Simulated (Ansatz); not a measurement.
**CH6BNSSi (SMILES C[SiH]1SB1N): density, localisation and related maps**

```yaml
atoms:
  - { symbol: C, position_ang: [-1.8907, 0.0765, 0.8146] }
  - { symbol: Si, position_ang: [-0.0473, 0.3646, 0.8230] }
  - { symbol: S, position_ang: [1.2042, -1.4041, 0.8221] }
  - { symbol: B, position_ang: [1.1893, -0.2115, -0.5401] }
  - { symbol: N, position_ang: [1.8521, -0.1258, -1.7511] }
  - { symbol: H, position_ang: [-2.2358, -0.2548, 1.7968] }
  - { symbol: H, position_ang: [-2.4163, 1.0028, 0.5663] }
  - { symbol: H, position_ang: [-2.1557, -0.6821, 0.0766] }
  - { symbol: H, position_ang: [0.3328, 1.3533, 1.8659] }
  - { symbol: H, position_ang: [1.7121, 0.6353, -2.3914] }
  - { symbol: H, position_ang: [2.5206, -0.8112, -2.0621] }
```

Geometry: PBE0-D4/def2-TZVP.

Method: RKS PBE0-D4/def2-TZVPP (Ansatz 0.2.0).

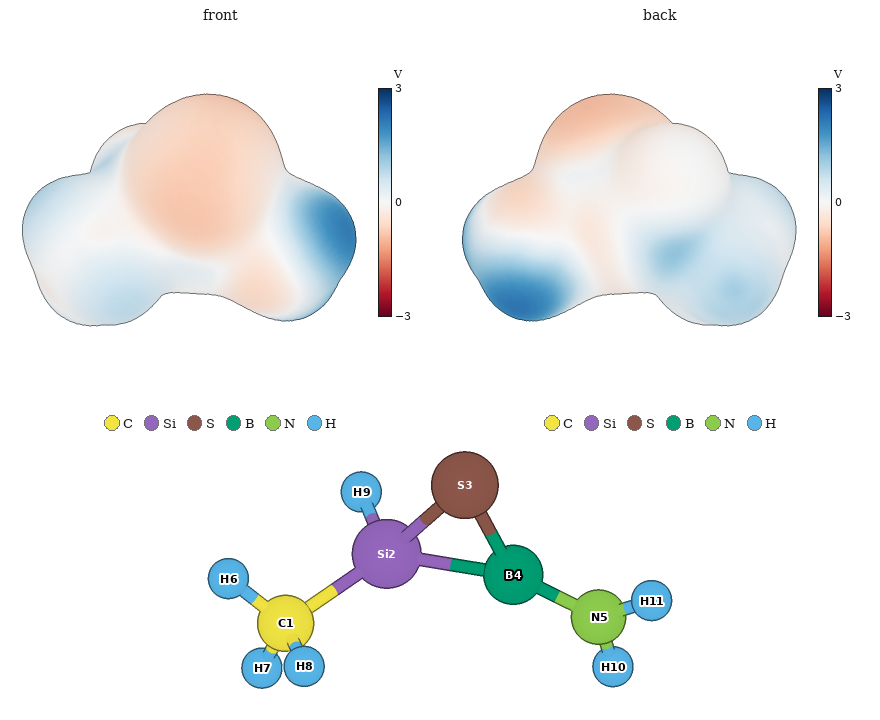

Figure 1. The molecular electrostatic potential painted on the density surface at 0.002 e/bohr³, seen from the front and from behind; the colour scale runs from red (negative) to blue (positive). The bare structure is drawn below in the same view.

Question: Which sites attract a positive test charge, and which a negative one?

Answer: A positive charge is drawn to the negative regions and a negative charge to the positive ones. The most negative region (about −0.9 V) lies over S3, the most positive (about +2.1 V) over H10 and H11.

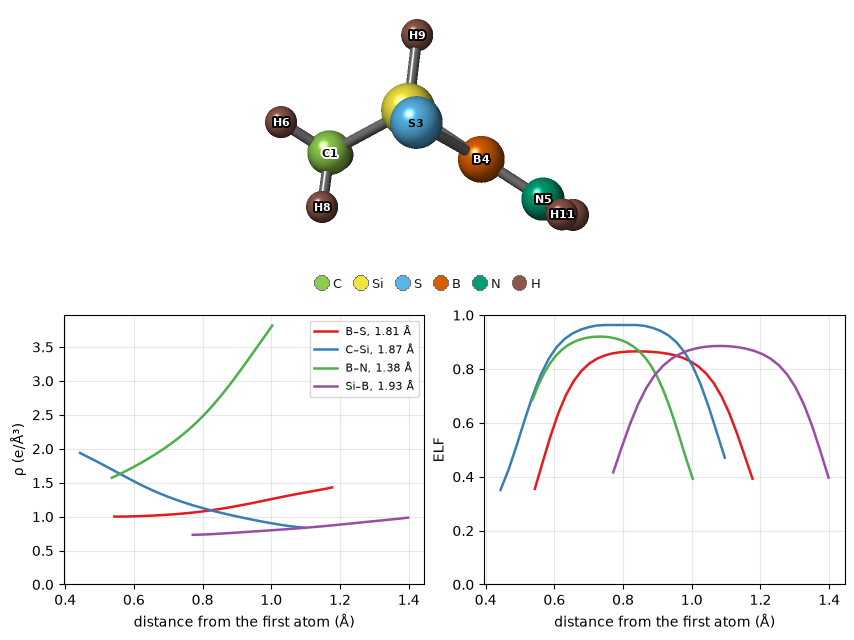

Figure 2. Electron density and electron localisation function along straight lines between neighbouring atoms. The curves leave out the atomic cores. The structure is drawn too.

Question: What kind of bonding do the profiles show?

Answer: B–S (1.81 Å): the density is about 1.2 e/Å³ at the midpoint, with its minimum of 1 e/Å³ about 0.6 Å from B; the ELF peaks at about 0.85 between the atoms, as expected for localised, covalent bonding.
C–Si (1.87 Å): ρ is about 0.97 e/Å³ halfway; the ELF peaks at about 0.95 between the atoms (a covalent bond).
B–N (1.38 Å): ρ is about 2 e/Å³ halfway; the ELF peaks at about 0.90 between the atoms, as expected for a short, strongly polar bond.
Si–B (1.93 Å): the density is about 0.79 e/Å³ at the midpoint; the ELF peaks at about 0.90 between the atoms, as expected for a covalent bond.

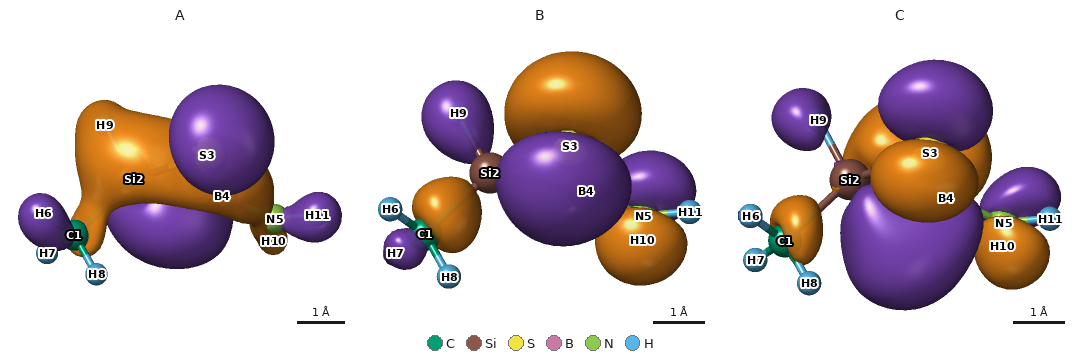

Figure 3. Three frontier orbitals at ±0.08 Å⁻³ᐟ² (orange and purple are the two phases), in no order.

Question: Which picture is the HOMO−1, the HOMO and the LUMO?

Answer: B is the HOMO−1 (−7.09 eV). Its weight (Hirshfeld) is mainly on S3 (about 60 %) and N5 (about 15 %). A is the HOMO (−6.66 eV). Its weight (Hirshfeld) is mainly on Si2 (about 30 %), S3 (about 30 %) and B4 (about 25 %). C is the LUMO (−0.23 eV). It lies mainly on B4 (about 35 %), S3 (about 25 %), Si2 (about 20 %) and N5 (about 10 %).

Question: What is the HOMO–LUMO gap?

Answer: 6.43 eV between the orbital energies.
